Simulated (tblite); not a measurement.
**Geometry relaxation of C5H12O2Si2 (part 1 of 2)**

- system: C5H12O2Si2
- method: GFN2-xTB geometry optimisation, gas phase (tblite 0.8.0)

It belongs to a series of runs on one base structure; here: C replaced by Si.

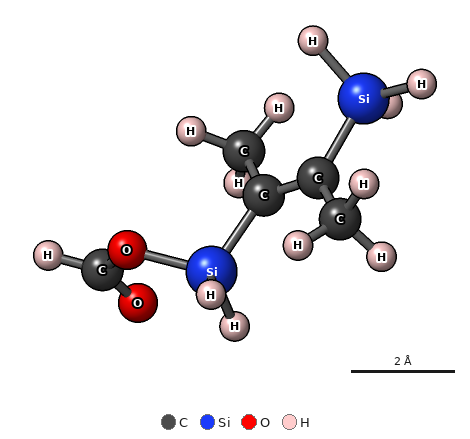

Figure 1. The structure as given in the input (ball-and-stick view, seen at a tilt). Bond lengths as drawn: C–C 1.34 to 1.49 Å, C–H 1.10 to 1.13 Å, C–O 1.26 to 1.38 Å, C–Si 1.83 to 1.85 Å, H–Si 1.45 to 1.50 Å and O–Si 1.74 Å.

### Results in brief

- outcome: converged
- total energy: −773.8557 eV
- hardware: 1 CPU thread, shared host
- wall time: 0.94 s
- peak memory: 0.18 GiB

### The input
```
{"job": {"kind": "relax", "xc": "GFN2-xTB", "basis": "xTB"}, "charge": 0, "multiplicity": 1}
C      1.723400    -1.764000     0.132900
C      1.330100    -0.328600     0.093000
Si     2.593200     1.018700     0.111400
C      0.046000     0.066000     0.060000
C     -0.273600     1.511300     0.045800
Si    -1.348400    -1.122500     0.054700
O     -2.616200    -0.403000     0.998000
C     -3.628700     0.243200     0.313500
O     -3.666400     0.319900    -0.945500
H      2.689400    -1.859500     0.692900
H      1.009900    -2.422600     0.655500
H      1.934800    -2.153900    -0.900200
H      3.949800     0.497300     0.142300
H      2.419300     1.902600    -1.079000
H      2.309900     1.923200     1.270300
H     -0.836200     1.708500     0.999600
H      0.618800     2.152200     0.006500
H     -0.980500     1.756100    -0.805900
H     -1.066700    -2.417400     0.672300
H     -1.792400    -1.294600    -1.312900
H     -4.424400     0.684300     0.949000
```

The first line tells a small driver script what to run in tblite; the rest is the geometry in Å.

Command:
```bash
OMP_NUM_THREADS=1 python <driver script> task.json out
```

### Log
```
step      E/eV     max force
  0    -772.93222    4.764
  1    -773.26249    4.695
  2    -773.42265    1.195
  3    -773.46513    0.510
  4    -773.52346    0.701
  5    -773.56918    0.775
  6    -773.62308    0.586
  7    -773.65360    0.414
  8    -773.69081    0.481
  9    -773.71943    0.508
 10    -773.73659    0.294
 11    -773.74677    0.213
 12    -773.75499    0.254
 13    -773.76347    0.307
 14    -773.77209    0.227
 15    -773.77999    0.185
 16    -773.78748    0.215
 17    -773.79392    0.183
 18    -773.79799    0.135
 19    -773.80004    0.117
 20    -773.80129    0.100
 21    -773.80265    0.105
 22    -773.80423    0.110
 23    -773.80564    0.095
 24    -773.80668    0.086
 25    -773.80759    0.068
 26    -773.80854    0.087
 27    -773.80937    0.061
 28    -773.80992    0.043
 29    -773.81029    0.046
 30    -773.81069    0.061
 31    -773.81120    0.064
 32    -773.81177    0.048
 33    -773.81227    0.051
 34    -773.81273    0.052
 35    -773.81330    0.063
 36    -773.81413    0.080
 37    -773.81525    0.084
 38    -773.81650    0.101
 39    -773.81777    0.115
 40    -773.81918    0.114
 41    -773.82086    0.125
 42    -773.82276    0.122
 43    -773.82456    0.089
 44    -773.82601    0.084
 45    -773.82724    0.090
 46    -773.82856    0.098
 47    -773.82948    0.286
 48    -773.82974    0.292
 49    -773.83202    0.090
 50    -773.83298    0.076
 51    -773.83506    0.078
 52    -773.83567    0.071
 53    -773.83696    0.084
 54    -773.83763    0.063
 55    -773.83861    0.090
 56    -773.83939    0.091
 57    -773.84007    0.064
 58    -773.84058    0.067
 59    -773.84114    0.057
 60    -773.84180    0.080
 61    -773.84245    0.077
 62    -773.84296    0.048
 63    -773.84340    0.061
 64    -773.84389    0.078
 65    -773.84448    0.086
 66    -773.84512    0.063
 67    -773.84564    0.049
 68    -773.84599    0.049
 69    -773.84649    0.065
 70    -773.84699    0.060
 71    -773.84748    0.046
 72    -773.84796    0.049
 73    -773.84852    0.085
 74    -773.84912    0.094
 75    -773.84966    0.065
 76    -773.85004    0.048
 77    -773.85033    0.042
 78    -773.85063    0.051
 79    -773.85099    0.050
 80    -773.85135    0.051
 81    -773.85173    0.051
 82    -773.85210    0.050
 83    -773.85254    0.049
 84    -773.85293    0.049
 85    -773.85324    0.058
 86    -773.85344    0.047
 87    -773.85365    0.033
 88    -773.85387    0.047
 89    -773.85410    0.064
 90    -773.85433    0.066
 91    -773.85453    0.049
 92    -773.85469    0.035
 93    -773.85480    0.026
 94    -773.85489    0.026
 95    -773.85498    0.034
 96    -773.85508    0.024
 97    -773.85519    0.028
 98    -773.85530    0.035
 99    -773.85540    0.024
100    -773.85546    0.019
101    -773.85549    0.011
102    -773.85551    0.011
103    -773.85553    0.010
104    -773.85556    0.013
105    -773.85558    0.011
106    -773.85561    0.011
107    -773.85563    0.010
108    -773.85566    0.015
109    -773.85570    0.015
110    -773.85572    0.009
```

### Trajectory as extended XYZ (Å, eV, eV/Å), 23 of the 111 frames kept, from step=0 to step=110
```
21
Properties=species:S:1:pos:R:3:forces:R:3 step=0 energy=-772.93222
C     1.7234   -1.7640    0.1329    1.2720  -0.7100   0.0930
C     1.3301   -0.3286    0.0930   -0.8150  -0.4340  -0.0410
Si    2.5932    1.0187    0.1114    0.7560   1.1680  -0.0390
C     0.0460    0.0660    0.0600    1.2180   0.1200   0.0690
C    -0.2736    1.5113    0.0458   -1.5140   0.8740   0.1270
Si   -1.3484   -1.1225    0.0547   -1.3230  -0.3000   0.2510
O    -2.6162   -0.4030    0.9980   -1.7510   0.9960  -1.9940
C    -3.6287    0.2432    0.3135    1.6460  -0.9680  -3.1490
O    -3.6664    0.3199   -0.9455    0.0550  -0.1500   4.7610
H     2.6894   -1.8595    0.6929   -0.6270   0.0480  -0.4570
H     1.0099   -2.4226    0.6555    0.2810   0.3990  -0.5280
H     1.9348   -2.1539   -0.9002   -0.3860   0.2930   0.9070
H     3.9498    0.4973    0.1423    0.1080  -0.0760   0.0520
H     2.4193    1.9026   -1.0790    0.3120  -0.3240   0.1460
H     2.3099    1.9232    1.2703    0.4100  -0.3670  -0.1370
H    -0.8362    1.7085    0.9996    0.4190   0.1810  -0.8170
H     0.6188    2.1522    0.0065   -0.9330  -0.2010  -0.0770
H    -0.9805    1.7561   -0.8059    0.7900  -0.1730   0.8890
H    -1.0667   -2.4174    0.6723   -0.3930   0.1390   0.2060
H    -1.7924   -1.2946   -1.3129   -0.1140  -0.1970  -0.1560
H    -4.4244    0.6843    0.9490    0.5900  -0.3200  -0.1050
21
Properties=species:S:1:pos:R:3:forces:R:3 step=5 energy=-773.56918
C     1.7625   -1.7599    0.1429    0.1720   0.1300  -0.0090
C     1.3403   -0.3214    0.0939   -0.2770   0.0960   0.0860
Si    2.6365    1.0594    0.1076    0.0510  -0.2040  -0.0100
C     0.0519    0.0557    0.0741    0.2730  -0.0140   0.0780
C    -0.3203    1.5079    0.0606   -0.2830   0.0790   0.0290
Si   -1.4091   -1.1202    0.0515    0.4240  -0.2920  -0.2400
O    -2.6474   -0.4075    0.9203   -0.3010   0.0340   0.0080
C    -3.6100    0.2227    0.2855    0.5140  -0.3160   0.3160
O    -3.6802    0.3374   -0.8938   -0.2120   0.2190  -0.7130
H     2.7006   -1.8629    0.6839    0.0460   0.0250  -0.0250
H     1.0266   -2.3996    0.6126   -0.1130   0.0390   0.0970
H     1.9122   -2.1462   -0.8614    0.0780   0.0480  -0.1550
H     3.9733    0.4882    0.1495    0.1330  -0.0420   0.0260
H     2.4607    1.8832   -1.0869    0.2090   0.0270  -0.1490
H     2.3630    1.8973    1.2764    0.2530   0.0220   0.1450
H    -0.8446    1.7487    0.9811   -0.2010   0.0430   0.0820
H     0.5324    2.1603   -0.0032    0.1560   0.1690  -0.0150
H    -0.9644    1.7540   -0.7779   -0.2400  -0.1320  -0.0750
H    -1.1326   -2.3982    0.7066   -0.3690   0.1170   0.1620
H    -1.8085   -1.3245   -1.3302   -0.0730  -0.1550  -0.0870
H    -4.3518    0.6426    0.9612   -0.2400   0.1070   0.4490
21
Properties=species:S:1:pos:R:3:forces:R:3 step=10 energy=-773.73659
C     1.7878   -1.7305    0.1404   -0.1520   0.1180  -0.0220
C     1.3469   -0.2903    0.1206    0.0320   0.1250  -0.0460
Si    2.6898    1.0500    0.1055    0.0750   0.0550   0.0500
C     0.0546    0.0743    0.1042   -0.0660  -0.0690  -0.0900
C    -0.3799    1.5257    0.0759    0.0990  -0.1620  -0.0470
Si   -1.3735   -1.1617   -0.0073   -0.1970   0.0870   0.1140
O    -2.6556   -0.4645    0.8410    0.1310  -0.0180  -0.0840
C    -3.6036    0.2154    0.2674   -0.1220   0.0540  -0.0490
O    -3.7306    0.3969   -0.9098   -0.0540   0.0850   0.2760
H     2.7317   -1.8519    0.6730   -0.1070   0.0770  -0.0440
H     1.0310   -2.3561    0.6047    0.0420  -0.0380   0.0670
H     1.9262   -2.1106   -0.8730    0.0500   0.1420  -0.0170
H     4.0305    0.4637    0.1614   -0.0420  -0.0600  -0.0290
H     2.5684    1.8617   -1.1215    0.0920  -0.0880   0.1470
H     2.4967    1.8745    1.3107    0.1170   0.0090  -0.0970
H    -0.9213    1.7866    0.9888   -0.0060  -0.1200  -0.0990
H     0.4710    2.1968   -0.0119   -0.0710  -0.0090   0.0110
H    -1.0388    1.7053   -0.7758   -0.0380  -0.0520   0.0980
H    -1.2980   -2.3738    0.7995    0.0450  -0.0650  -0.0080
H    -1.8365   -1.4032   -1.3730    0.1830  -0.0790   0.0440
H    -4.3058    0.6087    1.0334   -0.0080   0.0070  -0.1760
21
Properties=species:S:1:pos:R:3:forces:R:3 step=15 energy=-773.77999
C     1.7729   -1.6989    0.1344    0.1120  -0.1060   0.0150
C     1.3439   -0.2631    0.1179   -0.0130  -0.1010   0.0330
Si    2.7196    1.0435    0.1192   -0.0340  -0.0420   0.0070
C     0.0467    0.0667    0.0888   -0.0190   0.0750   0.0190
C    -0.3939    1.5046    0.0681   -0.1170   0.1070  -0.0160
Si   -1.3798   -1.1757   -0.0023    0.0300  -0.0140   0.0450
O    -2.6581   -0.4669    0.8162   -0.0760   0.0520  -0.0200
C    -3.6165    0.2231    0.2710   -0.1090   0.1500   0.0020
O    -3.7664    0.4482   -0.8931    0.0770  -0.0290  -0.0380
H     2.7136   -1.8190    0.6610    0.1320   0.0490   0.0870
H     1.0398   -2.3449    0.6136   -0.0270   0.0580  -0.1290
H     1.9371   -2.0537   -0.8830   -0.0800  -0.0030  -0.0280
H     4.0438    0.4284    0.1572    0.0200  -0.1250   0.0070
H     2.6309    1.8415   -1.1027    0.0260   0.0710  -0.0590
H     2.5747    1.8842    1.3073    0.0350   0.0710   0.0510
H    -0.9465    1.7540    0.9723   -0.0130  -0.0720   0.1340
H     0.4389    2.2001   -0.0143   -0.0360  -0.0850  -0.0390
H    -1.0769    1.6740   -0.7606   -0.0330   0.0310  -0.1440
H    -1.3326   -2.3806    0.8213    0.0830  -0.0220  -0.0120
H    -1.7861   -1.4545   -1.3760    0.0860  -0.0460  -0.0100
H    -4.3140    0.6059    1.0379   -0.0440  -0.0190   0.0940
21
Properties=species:S:1:pos:R:3:forces:R:3 step=20 energy=-773.80129
C     1.7837   -1.6880    0.1337   -0.0010   0.0360  -0.0080
C     1.3389   -0.2549    0.1237   -0.0040   0.0280   0.0200
Si    2.7346    1.0367    0.1271   -0.0110   0.0090  -0.0190
C     0.0388    0.0677    0.0845    0.0150  -0.0120   0.0330
C    -0.4244    1.4997    0.0615   -0.0020  -0.0150   0.0080
Si   -1.3850   -1.1805    0.0085    0.0450  -0.0260  -0.0080
O    -2.6736   -0.4580    0.8000   -0.0220  -0.0120   0.0320
C    -3.6350    0.2459    0.2720    0.0410  -0.0460  -0.0100
O    -3.7789    0.4813   -0.8901   -0.0270   0.0590  -0.0140
H     2.7261   -1.7935    0.6677   -0.0260  -0.0460  -0.0380
H     1.0402   -2.3339    0.5927    0.0240  -0.0190  -0.0230
H     1.9319   -2.0241   -0.8928    0.0570  -0.0310   0.0270
H     4.0462    0.3794    0.1568   -0.0810  -0.0570   0.0170
H     2.6740    1.8412   -1.0971    0.0010   0.0250  -0.0010
H     2.6293    1.9003    1.3091    0.0030  -0.0140  -0.0180
H    -0.9643    1.7222    0.9831   -0.0240   0.0310  -0.0380
H     0.4100    2.1902   -0.0246   -0.0130   0.0240  -0.0060
H    -1.1050    1.6646   -0.7745   -0.0080   0.0110   0.0400
H    -1.3322   -2.3875    0.8322    0.0400   0.0480   0.0100
H    -1.7341   -1.4953   -1.3748    0.0090  -0.0080   0.0150
H    -4.3302    0.6035    1.0554   -0.0170   0.0150  -0.0180
21
Properties=species:S:1:pos:R:3:forces:R:3 step=25 energy=-773.80759
C     1.7886   -1.6799    0.1298   -0.0080  -0.0360  -0.0070
C     1.3384   -0.2477    0.1309   -0.0020  -0.0210  -0.0540
Si    2.7352    1.0391    0.1230   -0.0040   0.0020   0.0030
C     0.0372    0.0704    0.0945   -0.0140   0.0030  -0.0220
C    -0.4367    1.4988    0.0628    0.0180   0.0110   0.0110
Si   -1.3780   -1.1836    0.0122   -0.0540   0.0380   0.0140
O    -2.6818   -0.4653    0.7914    0.0080  -0.0310  -0.0510
C    -3.6388    0.2495    0.2698   -0.0130   0.0240  -0.0080
O    -3.7848    0.5101   -0.8873    0.0500  -0.0090   0.0040
H     2.7286   -1.7987    0.6625    0.0070   0.0200   0.0420
H     1.0467   -2.3347    0.5761   -0.0240  -0.0220   0.0200
H     1.9505   -2.0207   -0.8923    0.0110   0.0460  -0.0490
H     4.0195    0.3353    0.1630   -0.0070  -0.0230  -0.0080
H     2.6923    1.8513   -1.0975   -0.0050  -0.0030   0.0110
H     2.6530    1.9026    1.3051   -0.0150   0.0090  -0.0030
H    -0.9827    1.7239    0.9791    0.0010   0.0350   0.0180
H     0.3924    2.1947   -0.0303    0.0030   0.0300   0.0200
H    -1.1215    1.6616   -0.7698    0.0050  -0.0370  -0.0060
H    -1.3175   -2.3772    0.8477    0.0260  -0.0140   0.0510
H    -1.7121   -1.5154   -1.3707   -0.0040   0.0030   0.0090
H    -4.3371    0.6031    1.0543    0.0210  -0.0260   0.0050
21
Properties=species:S:1:pos:R:3:forces:R:3 step=30 energy=-773.81069
C     1.7886   -1.6831    0.1253   -0.0060   0.0200  -0.0070
C     1.3355   -0.2500    0.1225   -0.0130  -0.0060   0.0220
Si    2.7314    1.0382    0.1210   -0.0110  -0.0290   0.0030
C     0.0349    0.0722    0.0952   -0.0020   0.0120   0.0110
C    -0.4375    1.5020    0.0661   -0.0070   0.0050  -0.0030
Si   -1.3799   -1.1828    0.0175    0.0500  -0.0340   0.0040
O    -2.6889   -0.4747    0.7847   -0.0230  -0.0120   0.0350
C    -3.6385    0.2519    0.2661    0.0060  -0.0050  -0.0080
O    -3.7739    0.5230   -0.8894    0.0180   0.0200  -0.0060
H     2.7251   -1.7973    0.6688   -0.0360   0.0210  -0.0050
H     1.0460   -2.3416    0.5690    0.0120   0.0150  -0.0530
H     1.9627   -2.0115   -0.9002   -0.0040   0.0000   0.0230
H     4.0019    0.3108    0.1633    0.0230   0.0080  -0.0100
H     2.6946    1.8565   -1.0945    0.0010  -0.0040  -0.0060
H     2.6531    1.9050    1.3009   -0.0130  -0.0040   0.0030
H    -0.9865    1.7340    0.9802    0.0180  -0.0130   0.0010
H     0.3877    2.2040   -0.0272   -0.0070  -0.0170  -0.0010
H    -1.1234    1.6535   -0.7679    0.0130   0.0130  -0.0040
H    -1.2990   -2.3700    0.8650   -0.0060   0.0280   0.0140
H    -1.7055   -1.5211   -1.3651   -0.0120  -0.0130   0.0000
H    -4.3371    0.5980    1.0530   -0.0020  -0.0050  -0.0150
21
Properties=species:S:1:pos:R:3:forces:R:3 step=35 energy=-773.81330
C     1.7845   -1.6770    0.1176   -0.0020  -0.0140   0.0050
C     1.3281   -0.2480    0.1229    0.0110   0.0230  -0.0130
Si    2.7294    1.0300    0.1204    0.0320   0.0440  -0.0060
C     0.0292    0.0767    0.0998   -0.0020  -0.0240  -0.0110
C    -0.4412    1.5056    0.0687    0.0020  -0.0100   0.0030
Si   -1.3746   -1.1883    0.0243   -0.0600   0.0180   0.0040
O    -2.6995   -0.4939    0.7826    0.0080   0.0010  -0.0120
C    -3.6334    0.2510    0.2610    0.0140  -0.0050   0.0080
O    -3.7504    0.5446   -0.8912    0.0370   0.0040   0.0040
H     2.7103   -1.7848    0.6769    0.0250  -0.0290   0.0070
H     1.0426   -2.3459    0.5403   -0.0560  -0.0190   0.0070
H     1.9745   -1.9997   -0.9054    0.0330   0.0190  -0.0280
H     3.9966    0.2938    0.1580    0.0000   0.0310   0.0000
H     2.6991    1.8544   -1.0917   -0.0010  -0.0160  -0.0100
H     2.6491    1.9020    1.2966    0.0030  -0.0180   0.0100
H    -0.9851    1.7381    0.9847   -0.0350   0.0010  -0.0070
H     0.3830    2.2074   -0.0250    0.0300  -0.0060  -0.0110
H    -1.1224    1.6519   -0.7693   -0.0240   0.0380   0.0190
H    -1.2860   -2.3552    0.8955    0.0000  -0.0160   0.0110
H    -1.7042   -1.5356   -1.3566    0.0110  -0.0240   0.0270
H    -4.3388    0.5898    1.0441   -0.0250   0.0020  -0.0090
21
Properties=species:S:1:pos:R:3:forces:R:3 step=40 energy=-773.81918
C     1.7735   -1.6723    0.1017    0.0290   0.0180  -0.0260
C     1.3170   -0.2424    0.1174   -0.0040  -0.0310  -0.0250
Si    2.7308    1.0278    0.1159   -0.0700  -0.0380  -0.0090
C     0.0165    0.0792    0.1012    0.0040   0.0320  -0.0250
C    -0.4470    1.5109    0.0741   -0.0160   0.0140  -0.0100
Si   -1.3788   -1.1975    0.0490    0.0560  -0.0050   0.0300
O    -2.7260   -0.5319    0.7873   -0.0080   0.0330   0.0400
C    -3.6187    0.2518    0.2530   -0.0330   0.0290  -0.0280
O    -3.6685    0.5944   -0.8909    0.0220   0.0090   0.0200
H     2.6793   -1.7799    0.6956   -0.0550  -0.0920   0.0270
H     1.0109   -2.3563    0.4689    0.0910   0.0610  -0.0300
H     2.0205   -1.9605   -0.9212   -0.0070  -0.0040   0.0170
H     3.9926    0.2814    0.1457   -0.0040   0.0410   0.0180
H     2.7044    1.8445   -1.0999    0.0000   0.0160  -0.0150
H     2.6378    1.8877    1.2992    0.0340   0.0010   0.0030
H    -0.9972    1.7437    0.9870    0.0460   0.0190   0.0180
H     0.3888    2.2006   -0.0247   -0.0430  -0.0040   0.0530
H    -1.1307    1.6772   -0.7582   -0.0020  -0.0370  -0.0290
H    -1.2560   -2.3287    0.9644   -0.0330  -0.0130  -0.0160
H    -1.6974   -1.5852   -1.3221   -0.0050  -0.0370   0.0090
H    -4.3606    0.5723    1.0108   -0.0030  -0.0110  -0.0220
21
Properties=species:S:1:pos:R:3:forces:R:3 step=45 energy=-773.82724
C     1.7696   -1.6628    0.0738   -0.0220  -0.0380  -0.0020
C     1.3023   -0.2388    0.1014    0.0160   0.0090   0.0000
Si    2.7164    1.0230    0.1051    0.0550   0.0460  -0.0080
C     0.0018    0.0858    0.0960    0.0100  -0.0370   0.0320
C    -0.4585    1.5186    0.0785    0.0200  -0.0150   0.0190
Si   -1.3779   -1.2072    0.0878   -0.0330  -0.0160  -0.0040
O    -2.7562   -0.5630    0.7989    0.0400   0.0400  -0.0260
C    -3.6014    0.2574    0.2410    0.0190   0.0090  -0.0190
O    -3.5598    0.6578   -0.8848   -0.0070  -0.0050   0.0440
H     2.6271   -1.8076    0.7281    0.0150   0.0430  -0.0110
H     0.9918   -2.3561    0.3725   -0.0660  -0.0500  -0.0360
H     2.0803   -1.9165   -0.9395    0.0290  -0.0190   0.0020
H     3.9837    0.2856    0.1385   -0.0130   0.0070   0.0130
H     2.7080    1.8372   -1.1133   -0.0250   0.0290   0.0120
H     2.6360    1.8678    1.3011    0.0110   0.0190  -0.0240
H    -0.9985    1.7563    0.9958   -0.0120  -0.0290   0.0200
H     0.3852    2.1977   -0.0076   -0.0020   0.0590  -0.0170
H    -1.1413    1.6957   -0.7525    0.0200  -0.0400  -0.0010
H    -1.2335   -2.3032    1.0429   -0.0400   0.0000  -0.0080
H    -1.6906   -1.6595   -1.2679   -0.0040  -0.0080   0.0490
H    -4.3932    0.5488    0.9584   -0.0110  -0.0040  -0.0350
21
Properties=species:S:1:pos:R:3:forces:R:3 step=50 energy=-773.83298
C     1.7624   -1.6616    0.0525    0.0030  -0.0030  -0.0040
C     1.2951   -0.2372    0.0917    0.0460  -0.0050  -0.0120
Si    2.7134    1.0247    0.0958    0.0130   0.0020   0.0040
C    -0.0055    0.0859    0.1018    0.0510   0.0160   0.0120
C    -0.4635    1.5198    0.0866    0.0020   0.0030   0.0200
Si   -1.3775   -1.2159    0.1165    0.0250   0.0080   0.0160
O    -2.7694   -0.5763    0.7979   -0.0090   0.0440   0.0430
C    -3.5864    0.2654    0.2325   -0.0250  -0.0090  -0.0180
O    -3.4894    0.7078   -0.8731    0.0080   0.0260  -0.0710
H     2.5884   -1.8140    0.7451   -0.0140   0.0010   0.0050
H     0.9699   -2.3639    0.2908   -0.0080  -0.0120  -0.0270
H     2.1302   -1.8888   -0.9479    0.0150  -0.0160  -0.0040
H     3.9755    0.2794    0.1371   -0.0030   0.0030  -0.0070
H     2.7093    1.8430   -1.1205   -0.0250   0.0150   0.0260
H     2.6437    1.8630    1.2971   -0.0080   0.0260  -0.0290
H    -1.0032    1.7557    1.0047   -0.0300  -0.0260   0.0060
H     0.3738    2.2092    0.0002    0.0060  -0.0210  -0.0100
H    -1.1446    1.6934   -0.7466    0.0020  -0.0300   0.0200
H    -1.2288   -2.2845    1.1004   -0.0320  -0.0090   0.0170
H    -1.6839   -1.7183   -1.2200   -0.0150  -0.0040  -0.0170
H    -4.4183    0.5303    0.9119   -0.0030  -0.0100   0.0300
```
